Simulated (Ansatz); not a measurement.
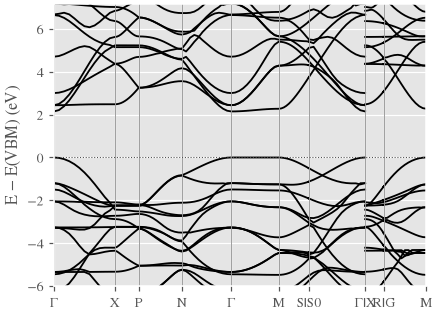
Band structure from plane-wave PAW r²SCAN (Ansatz code)

Problem. Read off the gap and where the band edges lie.

Solution. About 2.2 eV (2.15 eV by a search for the band edges); maximum at Γ, minimum at Γ.

The material is Ta$_{2}$O$_{5}$ in space group I4/mmm (No. 139; Ta on 4e, O on 2a, O on 8f).

The first step of the workflow began from a Materials Project structure, measured or hypothetical; the Crystallography Open Database copy checked does not list it. COD files the formula under space group No. 49, so this cell is another polymorph or a model. Its standing as an ambient phase is unchecked. Symmetry was held in the r²SCAN relaxation. At this level the phase is dynamically unstable (imaginary phonons). No spin polarisation was allowed. Scalar-relativistic: spin–orbit coupling is off unless named, which matters more the heavier the elements.

Potentials: the later of the program's two PAW sets.
